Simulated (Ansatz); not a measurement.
# Calculations on Si2H4O2

### Relaxation

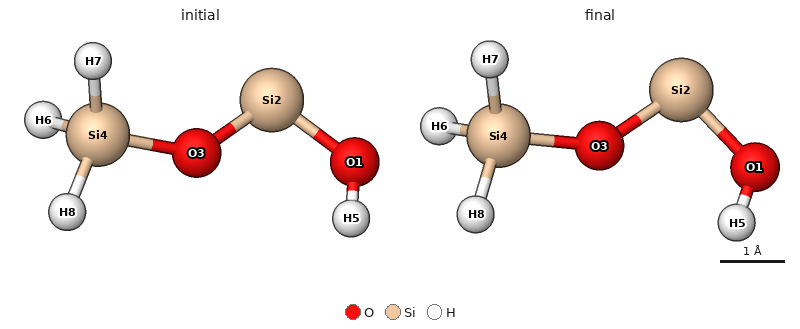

The structure of Si₂H₄O₂ (coarse preliminary run) before (left) and after (right) a relaxation, at one scale.

The picture is a ball-and-stick view, seen at a tilt.

Method: Ansatz, RKS PBE-D4/def2-SVP. Settings: force threshold 0.03 eV/Å; at most 250 steps.

Q: Summarise the run.

A: The largest move after the best rigid fit is that of H5, 0.24 Å. By element the largest moves are H 0.24 Å, Si 0.23 Å, O 0.13 Å. Among the contacts that change: Si4–H7 1.445 → 1.505 Å, Si2–O3 1.645 → 1.700 Å, O1–Si2 1.628 → 1.680 Å, Si4–H6 1.541 → 1.504 Å. Among the angles between lasting bonds that change: O1–Si2–O3 106.1° → 99.8°, O3–Si4–H6 105.0° → 110.2°, Si2–O1–H5 120.1° → 115.0°. The optimiser took 7 steps. The run took about 20 core-seconds on a shared host.

### Relaxation

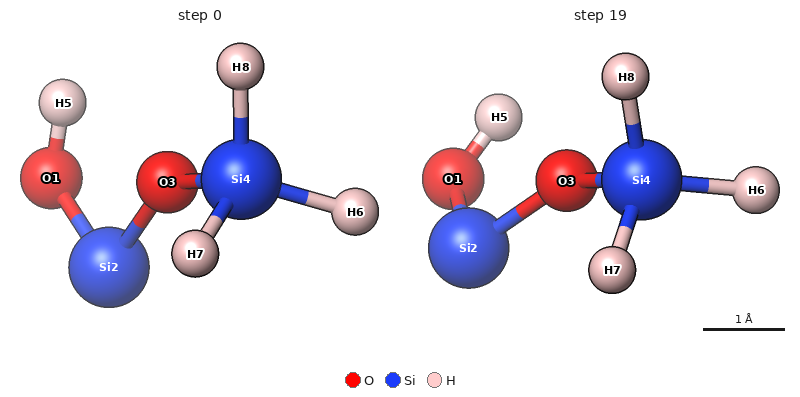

The structure of Si2H4O2 before (left) and after (right) a relaxation, at one scale.

Style: ball-and-stick. Shown from a free direction.

Theory: RKS PBE0-D4/def2-TZVP (Ansatz).

The input:
```yaml
crystal:
  periodic: [false, false, false]
  atoms:
    - {symbol: O, position_ang: [-0.546218, 1.994201, -1.942922]}
    - {symbol: Si, position_ang: [-0.159479, 1.880268, -0.311600]}
    - {symbol: O, position_ang: [-0.048830, 0.190778, -0.158023]}
    - {symbol: Si, position_ang: [0.289576, -1.032347, 0.948565]}
    - {symbol: H, position_ang: [-0.612963, 1.137256, -2.412681]}
    - {symbol: H, position_ang: [-0.847115, -1.181500, 1.922422]}
    - {symbol: H, position_ang: [1.553816, -0.728672, 1.706630]}
    - {symbol: H, position_ang: [0.463314, -2.317183, 0.191709]}
basis:
  gaussian: {orbitals: def2-TZVP}
hamiltonian: {xc: pbe0, dispersion: d4}
relax: {f_tol: 0.005, max_steps: 200}
```

### Summarise the run.

After 17 accepted moves (19 points after the start) the energy has fallen by 9.48 kJ/mol. The largest force component goes from 1.1 to 0.0029 eV/Å. The line search rejected the trial steps at points 10, 12 of the run. Si2 moves most after the best rigid fit: 0.69 Å. Largest moves by element: Si 0.69 Å, H 0.59 Å, O 0.06 Å. Some distances before and after: Si2–O3 1.700 → 1.656 Å, O1–Si2 1.680 → 1.643 Å, O3–Si4 1.684 → 1.646 Å, Si4–H6 1.504 → 1.484 Å. Among the angles between lasting bonds that change: Si2–O1–H5 115.0° → 118.3°. Groups turn about O3–Si4 by about 45°.

### Distortion

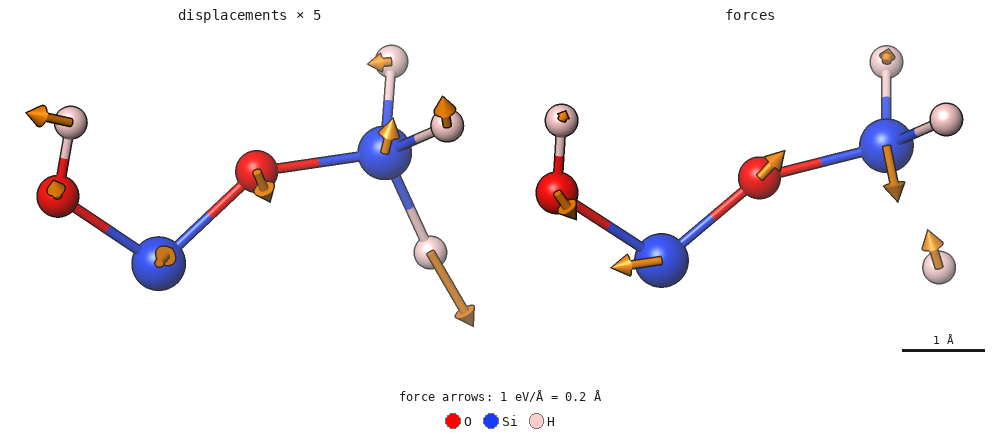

Left: Si$_{2}$H$_{4}$O$_{2}$, with orange arrows for the displacements applied to it. Right: the displaced structure with the computed forces. A ball-and-stick model, seen at a tilt.

Theory: Ansatz, RKS PBE0-D4/def2-TZVPP. 

> Describe the distortion and the response.

All atoms are moved at random (σ = 0.09 Å) from the PBE0-D4/def2-TZVP minimum. It costs 19.2 kcal/mol. The largest force is 3.7 eV/Å, on a Si atom. The forces point partly back along the displacements (cosine −0.60). At other levels of theory the same distortion costs 17.8 kcal/mol (RKS PBE-D4/def2-TZVPP), 19.4 kcal/mol (RKS r2SCAN-D4/def2-TZVPP), 20.2 kcal/mol (RKS wB97M-V/def2-TZVPP), 20.1 kcal/mol (RHF-CCSD(T), frozen core/def2-TZVPP). Some distances before and after: H–Si 1.484 → 1.427 to 1.796 Å, O–Si 1.648 → 1.578 to 1.735 Å, H–O 0.963 → 0.946 Å. Among the angles between lasting bonds that change: Si–O–Si 142.0° → 151.1°, Si–O–H 118.3° → 124.3°.
